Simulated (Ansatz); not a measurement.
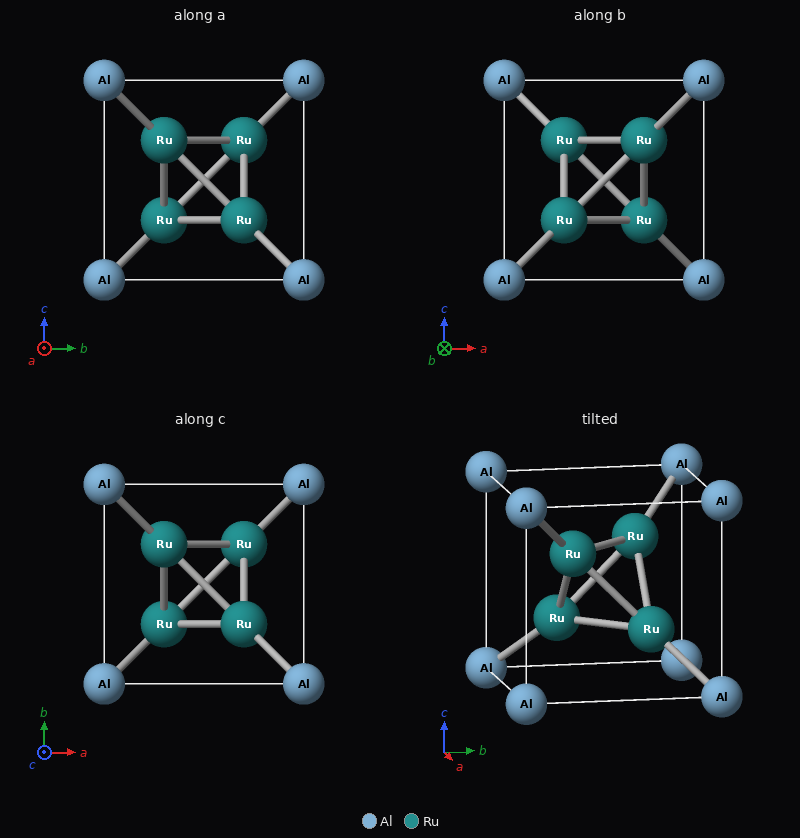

Ball-and-stick representation of a periodic structure, projected along the a axis, along the b axis, along the c axis and slightly off an axis. The box is the conventional unit cell; atoms on or close to its faces, edges and corners are drawn wherever they repeat.

Lattice parameters: a = 4.358 Å, b = 4.358 Å, c = 4.358 Å, α = 90.00°, β = 90.00°, γ = 90.00°. Put a along x and b in the xy plane.

> Give the structure in the form of a POSCAR file, with free fractional coordinates to two decimals.

```
Al Ru
1.0
     4.358    0.000    0.000
     0.000    4.358    0.000
     0.000    0.000    4.358
Al Ru
1 4
Direct
  0.00 0.00 0.00
  0.30 0.70 0.70
  0.70 0.30 0.70
  0.70 0.70 0.30
  0.30 0.30 0.30
```

The structure comes from a structure type filled with these elements by a generator (whether the compound takes this form wasn't checked). Earlier steps of the study may have refined or changed the cell and positions. Ansatz was used for an electronic-structure calculation on it.
